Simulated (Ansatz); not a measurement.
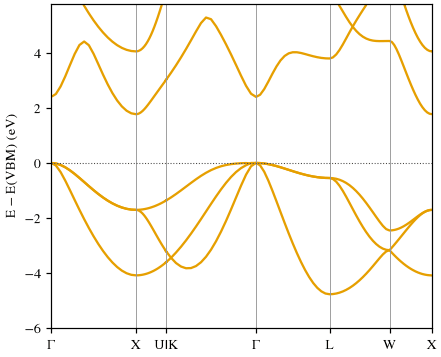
Figure. Band structure from PBE (plane waves, PAW; program Ansatz)

Q: Read off the gap and where the band edges lie.

A: About 1.8 eV (1.77 eV by a search for the band edges); maximum at Γ, minimum at X.

Q: Which compound is it?
A. MgSe, rock salt
B. BN, rock salt
C. BeSe, zinc blende
D. Mg2Ge, anti-fluorite

A: A, MgSe, rock salt

Space group Fm-3m (rock salt). The cell was relaxed with PBE under the symmetry of its start. Scalar-relativistic: spin–orbit coupling is off unless named, which matters more the heavier the elements.

Potentials: the later of the program's two PAW sets.
